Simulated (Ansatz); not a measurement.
# BCl2H3O4Si: a spread of methods and bases

How do the results and run time of BCl2H3O4Si respond when the settings are drawn wide?

Program: Ansatz 0.2.0, Gaussian basis. Level of theory: the settings change from run to run. These are calculated values, not measurements.

### Step 1. The relaxed structure

An earlier PBE0-D4 in a triple-zeta def2 set relaxation fixed the geometry.

SMILES `O[Si](O)(O)OB(Cl)Cl`, 11 atoms, charge 0, spin multiplicity 1.

Atoms are counted from 1 here; the program's logs count them from 0.

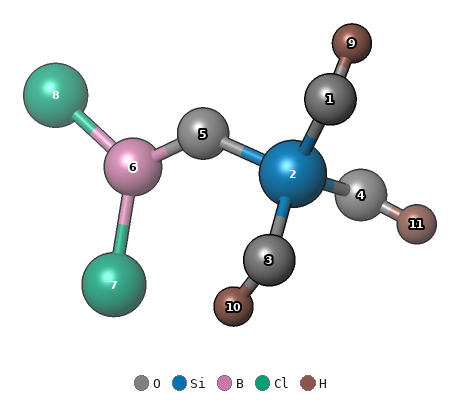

The structure; oxygen grey, silicon blue, boron pink, chlorine teal, hydrogen brown; atoms are numbered from 1 in the order of the file.

As a file:

```
O     0.51919   -0.36801   -2.16245
Si    0.23660   -0.47569   -0.57333
O     1.69406   -0.73842    0.08005
O    -0.89227   -1.58031   -0.17685
O    -0.44290    0.93480   -0.04291
B    -0.57637    1.56738    1.11579
Cl    0.18977    0.96156    2.59594
Cl   -1.51320    3.04071    1.22149
H    -0.23332   -0.26495   -2.74575
H     1.76317   -0.63085    1.03144
H    -0.67933   -2.50312   -0.32279
```

### Step 2. PBE/aug-cc-pVTZ

Options: D3(BJ) dispersion.

File in.yaml:

```yaml
crystal:
  periodic: [false, false, false]
  atoms:
    - {symbol: O, position_ang: [0.519189, -0.368007, -2.162448]}
    - {symbol: Si, position_ang: [0.236598, -0.475687, -0.573334]}
    - {symbol: O, position_ang: [1.694061, -0.738424, 0.080045]}
    - {symbol: O, position_ang: [-0.892273, -1.580306, -0.176854]}
    - {symbol: O, position_ang: [-0.442900, 0.934798, -0.042910]}
    - {symbol: B, position_ang: [-0.576372, 1.567381, 1.115788]}
    - {symbol: Cl, position_ang: [0.189773, 0.961560, 2.595936]}
    - {symbol: Cl, position_ang: [-1.513205, 3.040706, 1.221488]}
    - {symbol: H, position_ang: [-0.233316, -0.264948, -2.745752]}
    - {symbol: H, position_ang: [1.763173, -0.630853, 1.031437]}
    - {symbol: H, position_ang: [-0.679330, -2.503120, -0.322795]}
basis:
  gaussian: {orbitals: aug-cc-pVTZ}
hamiltonian: {xc: {name: PBE}, dispersion: d3bj}
```

Run with:

```sh
ansatz run in.yaml --threads 4 --pin off --events-out ev --progress --plain --max-ram 11315MiB
```

The program printed:

```text
Functional definition: PBE
  name "PBE"
  cite "Perdew, Burke & Ernzerhof, Phys. Rev. Lett. 77, 3865 (1996) doi:10.1103/PhysRevLett.77.3865"
  parent pbe
  parameter kappa = 0.804
  parameter beta = 0.06672455060314922
  exchange = pbe_x(kappa = kappa, mu = beta*pi^2/3)
  correlation = pbe_c(beta = beta)
2325 factors; their error is unknown
mean field evaluation 1: about -41804.1393 eV, gradient 1.2e2 eV
mean field evaluation 2: about -41654.7164 eV, gradient 2.7e2 eV
mean field evaluation 4: about -41825.6169 eV, gradient 2.5e1 eV
mean field evaluation 8: about -41826.8506 eV, gradient 2.8e-1 eV
mean field evaluation 16: about -41826.7953 eV, gradient 6.9e-4 eV
mean field -41826.79528047 eV, -1537.1063753370 hartree, gradient 6.6e-5 eV, S^2 0.000000; 0 other end points of the search recorded, 0 dependent functions left out
reference -41826.79535223 eV, -1537.1063779742 hartree; 44, 44 occupied and 405, 405 virtual orbitals, 2325 factors
Total energy: -41827.10865878 eV, -1537.1178917776 hartree
```

It took 11 s on 4 threads of Arm Neoverse V1, shared host; peak memory 1.3 GiB.

### Step 3. B97/cc-pVTZ

This run has charge +1, multiplicity 2, restricted open-shell orbitals, a point charge of 2.00 e beside it.

in.yaml: that of step 2 with these lines changed.

```diff
@@ -15,3 +15,5 @@
 basis:
-  gaussian: {orbitals: aug-cc-pVTZ}
-hamiltonian: {xc: {name: PBE}, dispersion: d3bj}
+  gaussian: {orbitals: cc-pVTZ, point_charges: [{charge: 2.00, position_ang: [6.187, 0.374, -0.014]}]}
+total_charge: 1
+magnetization: {spin_polarized: false, initial_magnetization: 1}
+hamiltonian: {xc: {name: B97}}
```

Launched as before.

The program printed, shortened:

```text
Functional definition: B97
  name "B97"
  cite "Becke, J. Chem. Phys. 107, 8554 (1997) doi:10.1063/1.475007"
[...]
      + integral(e_c_pw_opposite_spin*poly(b97_u_opposite, cos0, cos1, cos2))
1920 factors; their error is unknown
[...]
mean field -41828.49098274 eV, -1537.1686912464 hartree, gradient 5.5e-6 eV, S^2 0.750000; 12 other end points of the search recorded, 0 dependent functions left out
reference -41828.49100903 eV, -1537.1686922123 hartree; 44, 43 occupied and 250, 251 virtual orbitals, 1920 factors
Total energy: -41828.49100903 eV, -1537.1686922123 hartree
```

Run time: 2.3 min. Hardware: 4 threads of Arm Neoverse V1, shared host; peak memory 1.9 GiB.

### Step 4. B97M-V/aug-pcseg-2

Options: finite nuclei.

in.yaml: that of step 3 with these lines changed.

```diff
@@ -15,5 +15,4 @@
 basis:
-  gaussian: {orbitals: cc-pVTZ, point_charges: [{charge: 2.00, position_ang: [6.187, 0.374, -0.014]}]}
-total_charge: 1
-magnetization: {spin_polarized: false, initial_magnetization: 1}
-hamiltonian: {xc: {name: B97}}
+  gaussian: {orbitals: aug-pcseg-2, nuclear_model: gaussian}
+hamiltonian: {xc: {name: B97M-V}}
+output: {forces: true}
```

Same command.

The program printed, shortened:

```text
Functional definition: B97M-V
  name "B97M-V"
  cite "Mardirossian & Head-Gordon, J. Chem. Phys. 142, 074111 (2015) doi:10.1063/1.4907719"
  cite "Becke, J. Chem. Phys. 107, 8554 (1997) doi:10.1063/1.475007"
  cite "Vydrov & Van Voorhis, J. Chem. Phys. 133, 244103 (2010) doi:10.1063/1.3521275"
  # Of w^i u^j: cxij and so on, Table III.
[...]
  gx(w, u) = cx00 + cx01*u + cx02*u^2 + (cx10 + cx11*u)*w
  gss(w, u) = css00 + css02*u^2 + css10*w + (css32*w^3 + css42*w^4)*u^2
  gos(w, u) = cos00 + cos01*u + cos03*u^3 + cos10*w + cos32*w^3*u^2
[...]
      + integral(e_c_pw_mod_opposite_spin*gos(b97_w_opposite, b97_u_opposite)) + vv10(b, c)
2135 factors; their error is unknown
[...]
mean field -41840.22417356 eV, -1537.5998780559 hartree, gradient 3.3e-5 eV, S^2 0.000000; 0 other end points of the search recorded, 0 dependent functions left out
[...]
Atom 1 at     0.236598    -0.475687    -0.573334 Å, force    -0.056236     0.066703     0.060152 eV/Å
Atom 2 at     1.694061    -0.738424     0.080045 Å, force    -0.103295     0.060468     0.113309 eV/Å
Atom 3 at    -0.892273    -1.580306    -0.176854 Å, force     0.137802    -0.113723    -0.057016 eV/Å
Atom 4 at    -0.442900     0.934798    -0.042910 Å, force     0.048901    -0.097349     0.098847 eV/Å
Atom 5 at    -0.576372     1.567381     1.115788 Å, force     0.013144    -0.078641    -0.153409 eV/Å
Atom 6 at     0.189773     0.961560     2.595936 Å, force    -0.007718    -0.004490    -0.030928 eV/Å
Atom 7 at    -1.513205     3.040706     1.221488 Å, force     0.017705    -0.032383    -0.009539 eV/Å
Atom 8 at    -0.233316    -0.264948    -2.745752 Å, force     0.195533    -0.034661     0.169758 eV/Å
Atom 9 at     1.763173    -0.630853     1.031437 Å, force    -0.029709    -0.031198    -0.250985 eV/Å
Atom 10 at    -0.679330    -2.503120    -0.322795 Å, force    -0.052626     0.242192     0.035380 eV/Å
Dipole moment:    -0.112054    -0.387999    -0.126730 e Å
```

Run time: 49 s. Hardware: 4 threads of Arm Neoverse V1, shared host; peak memory 1.4 GiB.

Largest force 0.261 eV/Å, dipole 2.03 D.

### Step 5. CAM-B3LYP/6-31G*

Set apart from the defaults: relativity set to scalar.

in.yaml: that of step 4 with these lines changed.

```diff
@@ -15,4 +15,3 @@
 basis:
-  gaussian: {orbitals: aug-pcseg-2, nuclear_model: gaussian}
-hamiltonian: {xc: {name: B97M-V}}
-output: {forces: true}
+  gaussian: {orbitals: "6-31G*"}
+hamiltonian: {xc: {name: CAM-B3LYP}, pseudopotentials: {relativity: scalar}}
```

The command is unchanged.

The program printed, shortened:

```text
Functional definition: CAM-B3LYP
  name "CAM-B3LYP"
  cite "Yanai, Tew & Handy, Chem. Phys. Lett. 393, 51 (2004) doi:10.1016/j.cplett.2004.06.011"
  cite "Iikura, Tsuneda, Yanai & Hirao, J. Chem. Phys. 115, 3540 (2001) doi:10.1063/1.1383587"
  cite "Becke, Phys. Rev. A 38, 3098 (1988) doi:10.1103/PhysRevA.38.3098"
  cite "Lee, Yang & Parr, Phys. Rev. B 37, 785 (1988) doi:10.1103/PhysRevB.37.785"
  cite "Vosko, Wilk & Nusair, Can. J. Phys. 58, 1200 (1980) doi:10.1139/p80-159"
[...]
  # Exact exchange under (alpha + beta erf(omega r))/r, Becke's under what is left of 1/r.
[...]
1233 factors; integrals over basis functions are off by at most 1.0e-3 eV
363 factors; integrals over basis functions are off by at most 6.7e-6 eV
[...]
mean field -41929.31846994 eV, -1540.8740330575 hartree, gradient 3.8e-5 eV, S^2 0.000000; 0 other end points of the search recorded, 0 dependent functions left out
reference -41929.31860384 eV, -1540.8740379783 hartree; 44, 44 occupied and 94, 94 virtual orbitals, 1233 factors
Total energy: -41929.31860384 eV, -1540.8740379783 hartree
Relativity: scalar
```

Run time: 3.1 s. Hardware: 4 threads of Arm Neoverse V1, shared host.

### Step 6. PBEsol/def2-mTZVP

Set apart from the defaults: density fitting with def2-universal-jkfit, D3(BJ) with three-body dispersion.

in.yaml: that of step 5 with these lines changed.

```diff
@@ -15,3 +15,4 @@
 basis:
-  gaussian: {orbitals: "6-31G*"}
-hamiltonian: {xc: {name: CAM-B3LYP}, pseudopotentials: {relativity: scalar}}
+  gaussian: {orbitals: def2-mTZVP, fitting: {mean_field: def2-universal-jkfit}}
+hamiltonian: {xc: {name: PBEsol}, dispersion: d3bjatm}
+output: {forces: true}
```

Launched as before.

The program printed, shortened:

```text
Functional definition: PBEsol
  name "PBEsol"
  cite "Perdew et al., Phys. Rev. Lett. 100, 136406 (2008) doi:10.1103/PhysRevLett.100.136406"
  cite "Perdew, Burke & Ernzerhof, Phys. Rev. Lett. 77, 3865 (1996) doi:10.1103/PhysRevLett.77.3865"
  parent pbesol
[...]
821 factors; integrals over basis functions are off by at most 8.8e-1 eV
[...]
mean field -41743.69285031 eV, -1534.0524173575 hartree, gradient 8.9e-5 eV, S^2 0.000000; 0 other end points of the search recorded, 0 dependent functions left out
[...]
reference -41743.69289641 eV, -1534.0524190518 hartree; 44, 44 occupied and 146, 146 virtual orbitals, 821 factors
Total energy: -41743.83348334 eV, -1534.0575855260 hartree
Atom 0 at     0.519189    -0.368007    -2.162448 Å, force     0.806521    -0.007122    -0.124532 eV/Å
Atom 1 at     0.236598    -0.475687    -0.573334 Å, force    -0.004618    -0.115978     0.058874 eV/Å
Atom 2 at     1.694061    -0.738424     0.080045 Å, force     0.555604    -0.167126    -0.606523 eV/Å
Atom 3 at    -0.892273    -1.580306    -0.176854 Å, force    -0.672411     0.391309     0.295747 eV/Å
Atom 4 at    -0.442900     0.934798    -0.042910 Å, force    -0.264813     0.315323    -0.190116 eV/Å
Atom 5 at    -0.576372     1.567381     1.115788 Å, force    -0.010944     0.051343     0.117434 eV/Å
Atom 6 at     0.189773     0.961560     2.595936 Å, force     0.147203    -0.117901     0.231526 eV/Å
Atom 7 at    -1.513205     3.040706     1.221488 Å, force    -0.159338     0.251188     0.013825 eV/Å
Atom 8 at    -0.233316    -0.264948    -2.745752 Å, force    -0.624233     0.070431    -0.479212 eV/Å
Atom 9 at     1.763173    -0.630853     1.031437 Å, force     0.047203     0.094570     0.805726 eV/Å
Atom 10 at    -0.679330    -2.503120    -0.322795 Å, force     0.179825    -0.766036    -0.122749 eV/Å
Dipole moment:    -0.109853    -0.406965    -0.146736 e Å
```

It took 2.5 s on 4 threads of Arm Neoverse V1, shared host.

Largest force 0.839 eV/Å, dipole 2.14 D.

### Step 7. RPBE/aug-cc-pVTZ

Set apart from the defaults: multiplicity 3, restricted open-shell orbitals, D3(BJ) with three-body dispersion, high accuracy.

in.yaml: that of step 6 with these lines changed.

```diff
@@ -15,4 +15,5 @@
 basis:
-  gaussian: {orbitals: def2-mTZVP, fitting: {mean_field: def2-universal-jkfit}}
-hamiltonian: {xc: {name: PBEsol}, dispersion: d3bjatm}
-output: {forces: true}
+  gaussian: {orbitals: aug-cc-pVTZ}
+magnetization: {spin_polarized: false, initial_magnetization: 2}
+hamiltonian: {xc: {name: RPBE}, dispersion: d3bjatm}
+accuracy: high
```

The command is unchanged.

The program printed, shortened:

```text
Functional definition: RPBE
  name "RPBE"
  cite "Hammer, Hansen & Nørskov, Phys. Rev. B 59, 7413 (1999) doi:10.1103/PhysRevB.59.7413"
  cite "Perdew, Burke & Ernzerhof, Phys. Rev. Lett. 77, 3865 (1996) doi:10.1103/PhysRevLett.77.3865"
[...]
6825 factors; integrals over basis functions are off by at most 5.2e-9 eV
[...]
mean field -41840.26223187 eV, -1537.6012766728 hartree, gradient 6.0e-8 eV, S^2 2.000000; 12 other end points of the search recorded, 0 dependent functions left out
reference -41840.26223893 eV, -1537.6012769323 hartree; 45, 43 occupied and 404, 406 virtual orbitals, 6825 factors
Total energy: -41841.94435542 eV, -1537.6630935733 hartree
```

Wall time 5.9 min (4 threads of Arm Neoverse V1, shared host); peak memory 8.6 GiB.

### Step 8. SPW92/def2-SVP

Set apart from the defaults: unrestricted orbitals, high accuracy.

in.yaml: that of step 7 with these lines changed.

```diff
@@ -15,5 +15,6 @@
 basis:
-  gaussian: {orbitals: aug-cc-pVTZ}
-magnetization: {spin_polarized: false, initial_magnetization: 2}
-hamiltonian: {xc: {name: RPBE}, dispersion: d3bjatm}
+  gaussian: {orbitals: def2-SVP}
+magnetization: {spin_polarized: true, initial_magnetization: 0}
+hamiltonian: {xc: {name: SPW92}}
 accuracy: high
+output: {forces: true}
```

The command is unchanged.

The program printed, shortened:

```text
Functional definition: SPW92
  name "SPW92"
  cite "Dirac, Proc. Camb. Phil. Soc. 26, 376 (1930) doi:10.1017/S0305004100016108"
  cite "Slater, Phys. Rev. 81, 385 (1951) doi:10.1103/PhysRev.81.385"
  cite "Perdew & Wang, Phys. Rev. B 45, 13244 (1992) doi:10.1103/PhysRevB.45.13244"
[...]
2997 factors; integrals over basis functions are off by at most 1.1e-8 eV
[...]
mean field -41650.04153416 eV, -1530.6107949681 hartree, gradient 1.7e-8 eV, S^2 0.000000; 0 other end points of the search recorded, 0 dependent functions left out
[...]
reference -41650.04153767 eV, -1530.6107950973 hartree; 44, 44 occupied and 95, 95 virtual orbitals, 2997 factors
Total energy: -41650.04153767 eV, -1530.6107950973 hartree
Atom 0 at     0.519189    -0.368007    -2.162448 Å, force     0.694438    -0.028635    -0.045349 eV/Å
Atom 1 at     0.236598    -0.475687    -0.573334 Å, force     0.089977    -0.275862    -0.028822 eV/Å
Atom 2 at     1.694061    -0.738424     0.080045 Å, force     0.392988    -0.124865    -0.557186 eV/Å
Atom 3 at    -0.892273    -1.580306    -0.176854 Å, force    -0.565984     0.451527     0.260053 eV/Å
Atom 4 at    -0.442900     0.934798    -0.042910 Å, force    -0.286970     0.528294     0.203610 eV/Å
Atom 5 at    -0.576372     1.567381     1.115788 Å, force     0.004621     0.078677     0.023501 eV/Å
Atom 6 at     0.189773     0.961560     2.595936 Å, force     0.053209    -0.080051    -0.119490 eV/Å
Atom 7 at    -1.513205     3.040706     1.221488 Å, force     0.035019    -0.067290     0.006114 eV/Å
Atom 8 at    -0.233316    -0.264948    -2.745752 Å, force    -0.599088     0.092584    -0.467170 eV/Å
Atom 9 at     1.763173    -0.630853     1.031437 Å, force    -0.005142     0.169999     0.852099 eV/Å
Atom 10 at    -0.679330    -2.503120    -0.322795 Å, force     0.186931    -0.744377    -0.127360 eV/Å
Dipole moment:    -0.130688    -0.426789    -0.116579 e Å
```

Wall time 7 s (4 threads of Arm Neoverse V1, shared host).

Largest force 0.869 eV/Å, dipole 2.22 D, ⟨S²⟩ 0.000.

### Step 9. SPW92/cc-pVTZ-DK

Set apart from the defaults: relativity set to none.

in.yaml: that of step 8 with these lines changed.

```diff
@@ -15,6 +15,4 @@
 basis:
-  gaussian: {orbitals: def2-SVP}
-magnetization: {spin_polarized: true, initial_magnetization: 0}
-hamiltonian: {xc: {name: SPW92}}
-accuracy: high
+  gaussian: {orbitals: cc-pVTZ-DK}
+hamiltonian: {xc: {name: SPW92}, pseudopotentials: {relativity: none}}
 output: {forces: true}
```

Launched as before.

The program printed, shortened:

```text
Functional definition: SPW92
  name "SPW92"
  cite "Dirac, Proc. Camb. Phil. Soc. 26, 376 (1930) doi:10.1017/S0305004100016108"
  cite "Slater, Phys. Rev. 81, 385 (1951) doi:10.1103/PhysRev.81.385"
  cite "Perdew & Wang, Phys. Rev. B 45, 13244 (1992) doi:10.1103/PhysRevB.45.13244"
[...]
1886 factors; their error is unknown
[...]
mean field -41646.90269635 eV, -1530.4954448064 hartree, gradient 2.2e-5 eV, S^2 0.000000; 0 other end points of the search recorded, 0 dependent functions left out
[...]
reference -41646.90273862 eV, -1530.4954463596 hartree; 44, 44 occupied and 250, 250 virtual orbitals, 1886 factors
WARN: the results are in doubt because the basis set is contracted for relativity, which is off
Total energy: -41646.90273862 eV, -1530.4954463596 hartree
Atom 0 at     0.519189    -0.368007    -2.162448 Å, force     0.518445    -0.028602     0.244127 eV/Å
Atom 1 at     0.236598    -0.475687    -0.573334 Å, force     0.027392    -0.130194     0.019787 eV/Å
Atom 2 at     1.694061    -0.738424     0.080045 Å, force     0.098221    -0.065313    -0.588405 eV/Å
Atom 3 at    -0.892273    -1.580306    -0.176854 Å, force    -0.256980     0.529299     0.136611 eV/Å
Atom 4 at    -0.442900     0.934798    -0.042910 Å, force    -0.143662     0.210818     0.104247 eV/Å
Atom 5 at    -0.576372     1.567381     1.115788 Å, force     0.010138    -0.008996     0.000563 eV/Å
Atom 6 at     0.189773     0.961560     2.595936 Å, force    -0.003538    -0.010058    -0.137855 eV/Å
Atom 7 at    -1.513205     3.040706     1.221488 Å, force     0.067043    -0.096731     0.008566 eV/Å
Atom 8 at    -0.233316    -0.264948    -2.745752 Å, force    -0.460189     0.061948    -0.365606 eV/Å
Atom 9 at     1.763173    -0.630853     1.031437 Å, force     0.013921     0.112306     0.664522 eV/Å
Atom 10 at    -0.679330    -2.503120    -0.322795 Å, force     0.129210    -0.574478    -0.086557 eV/Å
Dipole moment:    -0.113392    -0.414150    -0.140227 e Å
In doubt: the basis set is contracted for relativity, which is off
```

Wall time 3.3 s (4 threads of Arm Neoverse V1, shared host).

Largest force 0.674 eV/Å, dipole 2.17 D. The log holds a warning on this run.

### Step 10. rPW86-PBE/def2-TZVPD

This run has rVV10 dispersion.

in.yaml: that of step 9 with these lines changed.

```diff
@@ -15,4 +15,3 @@
 basis:
-  gaussian: {orbitals: cc-pVTZ-DK}
-hamiltonian: {xc: {name: SPW92}, pseudopotentials: {relativity: none}}
-output: {forces: true}
+  gaussian: {orbitals: def2-TZVPD}
+hamiltonian: {xc: {name: rPW86-PBE}, dispersion: rvv10}
```

Launched as before.

The program printed, shortened:

```text
Functional definition: rPW86-PBE+rVV10
  name "rPW86-PBE+rVV10"
  cite "Murray, Lee & Langreth, J. Chem. Theory Comput. 5, 2754 (2009) doi:10.1021/ct900365q"
  cite "Perdew, Burke & Ernzerhof, Phys. Rev. Lett. 77, 3865 (1996) doi:10.1103/PhysRevLett.77.3865"
  cite "Vydrov & Van Voorhis, J. Chem. Phys. 133, 244103 (2010) doi:10.1063/1.3521275"
  cite "Sabatini, Gorni & de Gironcoli, Phys. Rev. B 87, 041108(R) (2013) doi:10.1103/PhysRevB.87.041108"
  parent "pbe"
[...]
1889 factors; their error is unknown
[...]
mean field -41886.61054986 eV, -1539.3045459431 hartree, gradient 3.6e-5 eV, S^2 0.000000; 0 other end points of the search recorded, 0 dependent functions left out
reference -41886.61073432 eV, -1539.3045527218 hartree; 44, 44 occupied and 315, 315 virtual orbitals, 1889 factors
Total energy: -41886.61073432 eV, -1539.3045527218 hartree
```

Wall time 24 s (4 threads of Arm Neoverse V1, shared host); peak memory 0.92 GiB.

### Step 11. The runs in one table

| level | charge | multiplicity | geometry | functions | energy (eV) | time |
| --- | --- | --- | --- | --- | --- | --- |
| PBE/aug-cc-pVTZ | 0 | 1 | relaxed | 449 | -41827.109 | 11 s |
| B97/cc-pVTZ | 1 | 2 | relaxed, point charge | 294 | -41828.491 | 2.3 min |
| B97M-V/aug-pcseg-2 | 0 | 1 | relaxed | 449 | -41840.224 | 49 s |
| CAM-B3LYP/6-31G* | 0 | 1 | relaxed | 138 | -41929.319 | 3.1 s |
| PBEsol/def2-mTZVP | 0 | 1 | relaxed | 190 | -41743.833 | 2.5 s |
| RPBE/aug-cc-pVTZ | 0 | 3 | relaxed | 449 | -41841.944 | 5.9 min |
| SPW92/def2-SVP | 0 | 1 | relaxed | 139 | -41650.042 | 7 s |
| SPW92/cc-pVTZ-DK | 0 | 1 | relaxed | 294 | -41646.903 | 3.3 s |
| rPW86-PBE/def2-TZVPD | 0 | 1 | relaxed | 359 | -41886.611 | 24 s |

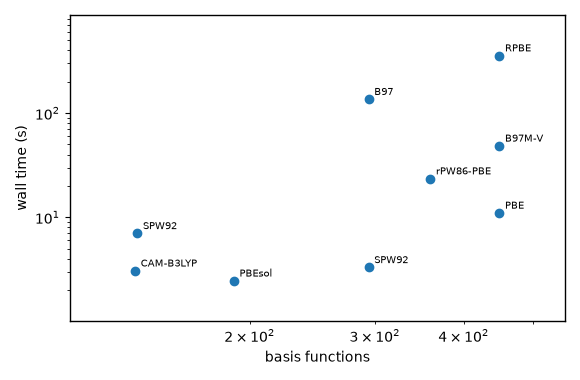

Wall time against the number of basis functions (shared host).

### Step 12. What came out

```
                                         quantity                      value
                                             runs                          9
                                         quickest   PBEsol/def2-mTZVP, 2.5 s
                                          slowest  RPBE/aug-cc-pVTZ, 5.9 min
spread of total energies, same state and geometry                   282.4 eV
                  dipole, same state and geometry             2.03 to 2.22 D
```

In words: Run time spans a factor of 145, from PBEsol/def2-mTZVP to RPBE/aug-cc-pVTZ. The jobs differ in tasks and options as well as level. Total energies at one charge and spin differ by 282 eV between levels, so only differences within one level mean anything. Some of these runs are scalar-relativistic and others not, which shifts the totals of all-electron atoms past neon by several eV an atom and more; core potentials, where a basis has them, take the core out of the total altogether. At the PBE0-D4/def2-TZVP geometry and in the same state, the sound runs without point charges leave forces up to 0.87 eV/Å (SPW92/def2-SVP). At that geometry and state the dipole changes by 9 % between the lowest and highest value.
